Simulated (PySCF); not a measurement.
C4H10OSi

```json
{"atom": "Si", "x (Å)": "2.2901", "y (Å)": "-0.0400", "z (Å)": "0.3589"}
{"atom": "C", "x (Å)": "0.5837", "y (Å)": "-0.5091", "z (Å)": "-0.3473"}
{"atom": "C", "x (Å)": "-0.1586", "y (Å)": "0.5743", "z (Å)": "-1.1267"}
{"atom": "C", "x (Å)": "-1.6154", "y (Å)": "0.2083", "z (Å)": "-0.8485"}
{"atom": "C", "x (Å)": "-1.5402", "y (Å)": "-0.2875", "z (Å)": "0.5972"}
{"atom": "O", "x (Å)": "-0.2270", "y (Å)": "-0.7771", "z (Å)": "0.8044"}
{"atom": "H", "x (Å)": "2.7569", "y (Å)": "-1.1247", "z (Å)": "1.2155"}
{"atom": "H", "x (Å)": "3.2160", "y (Å)": "0.1773", "z (Å)": "-0.7578"}
{"atom": "H", "x (Å)": "2.1247", "y (Å)": "1.1958", "z (Å)": "1.1238"}
{"atom": "H", "x (Å)": "0.6174", "y (Å)": "-1.4239", "z (Å)": "-0.9603"}
{"atom": "H", "x (Å)": "0.0932", "y (Å)": "0.5652", "z (Å)": "-2.1851"}
{"atom": "H", "x (Å)": "0.0627", "y (Å)": "1.5620", "z (Å)": "-0.7181"}
{"atom": "H", "x (Å)": "-2.3002", "y (Å)": "1.0462", "z (Å)": "-0.9600"}
{"atom": "H", "x (Å)": "-1.9327", "y (Å)": "-0.5998", "z (Å)": "-1.5095"}
{"atom": "H", "x (Å)": "-2.2549", "y (Å)": "-1.0906", "z (Å)": "0.8055"}
{"atom": "H", "x (Å)": "-1.7233", "y (Å)": "0.5325", "z (Å)": "1.3050"}
```

Geometry: GFN2-xTB.

Level of theory: B97-2/pcSseg-1, SCF density, in a acetone solvent model, non-relativistic (PySCF).

Question: Predict the electron density and electron localisation function between the atoms.

Answer: C–O (1.42 Å): ρ at the midpoint is about 2 e/Å³, with its minimum of 1.8 e/Å³ about 0.5 Å from C; the ELF peaks at about 0.90 between the atoms (a polar covalent bond).
C–C (1.53 Å): the density is about 1.7 e/Å³ at the midpoint; the ELF peaks at about 0.95 between the atoms (a covalent bond).

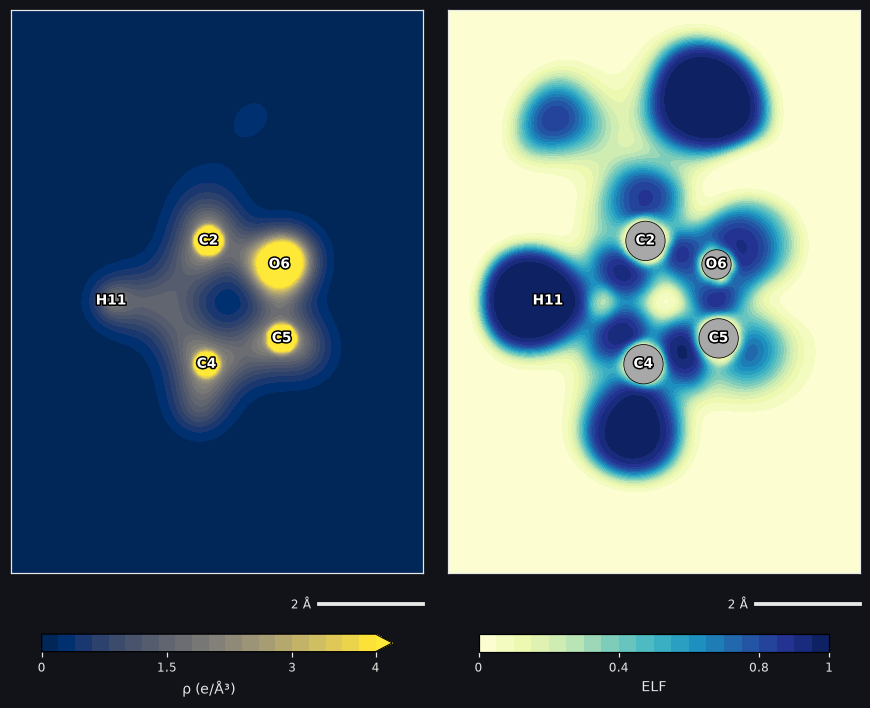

Computed electron density and electron localisation function on the plane of atoms C2, O6 and C5, in this order. Grey discs cover the atomic cores in the ELF map. 
